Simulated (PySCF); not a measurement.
SMILES [NH2][Ga]([F])[Br] at its PBE0/def2-SVP optimised geometry (Å):

```
6

Ga    -0.5372    -0.1663     0.0000
F     -1.3586    -1.7073    -0.0147
Br    -1.8096     1.7073     0.0000
N      1.2505    -0.1663     0.0000
H      1.8096     0.6756     0.0368
H      1.7999    -1.0159     0.0219
```

Method: PBE0/def2-TZVP (PySCF). Cells within 0.4 Å of a nucleus heavier than hydrogen are left out (blank, or x).

Map of the deformation density (molecule minus spherical neutral atoms) (e/bohr³) on the plane z = 0.0 Å:

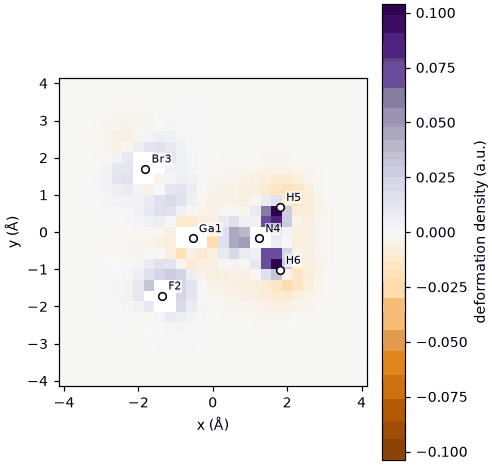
Figure. Deformation density (molecule minus spherical neutral atoms) (e/bohr³) on the plane z = 0.0 Å.
